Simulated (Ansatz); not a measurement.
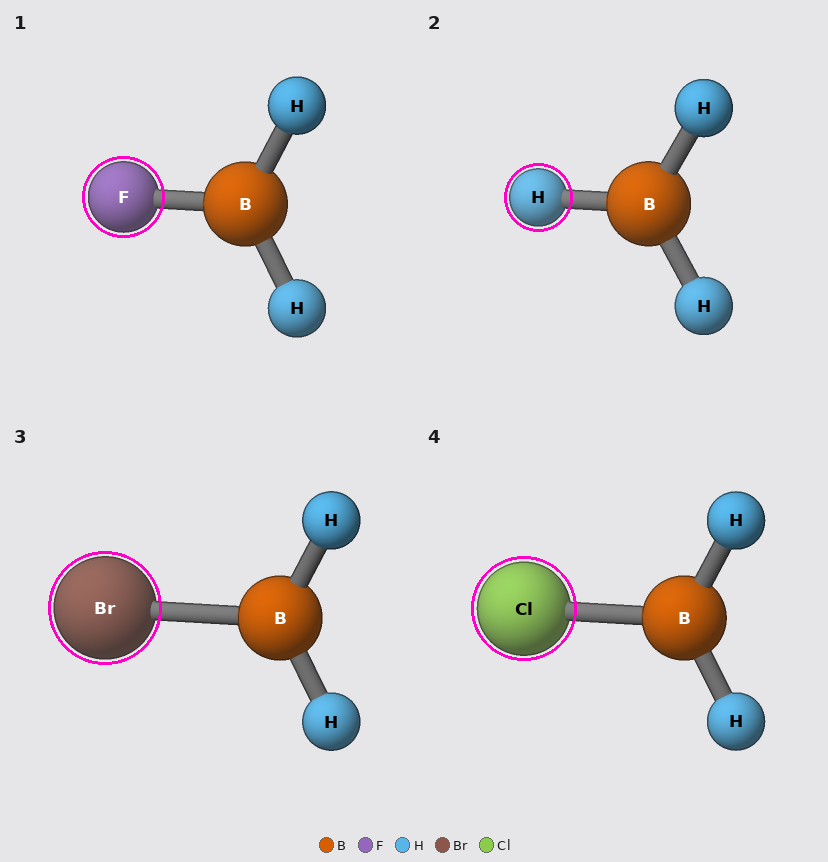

4 molecules with one skeleton, seen from the same side and at one scale; the atom that differs is circled. Each species is neutral and a spin singlet. Computed geometries: PBE0-D4/def2-TZVP optimisations, one conformation each. Properties computed with Ansatz 0.2.0.

One atom differs, called X below: F in panel 1, H in panel 2, Br in panel 3, Cl in panel 4. Their formulas are BFH2 (`BF`), BH3 (`B`), BBrH2 (`BBr`), BClH2 (`BCl`).

Rank them by the HOMO–LUMO gap, lowest first (ωB97M-V/def2-TZVPP).

Answer. 3 (Br), 4 (Cl), 2 (H), 1 (F).

Rank them by the dipole moment, lowest first (ωB97M-V/def2-TZVPP).

Answer. 2 (H), 4 (Cl), 3 (Br), 1 (F).

Give the values. With PBE0-D4/def2-TZVP: length of X–B (Å), mean angle X–B–H (°). With ωB97M-V/def2-TZVPP: HOMO energy (Kohn–Sham orbital) (eV), HOMO–LUMO gap (eV), dipole moment (D), vertical ionisation energy (eV).

```tsv
quantity	1 (F)	2 (H)	3 (Br)	4 (Cl)
length of X–B (Å)	1.317	1.193	1.891	1.733
mean angle X–B–H (°)	117.8	120.0	117.8	118.1
HOMO energy (Kohn–Sham orbital) (eV)	−11.70	−12.31	−10.45	−10.92
HOMO–LUMO gap (eV)	12.48	12.28	10.44	11.13
dipole moment (D)	0.71	0.00	0.58	0.52
vertical ionisation energy (eV)	12.52	13.19	10.82	11.44
```
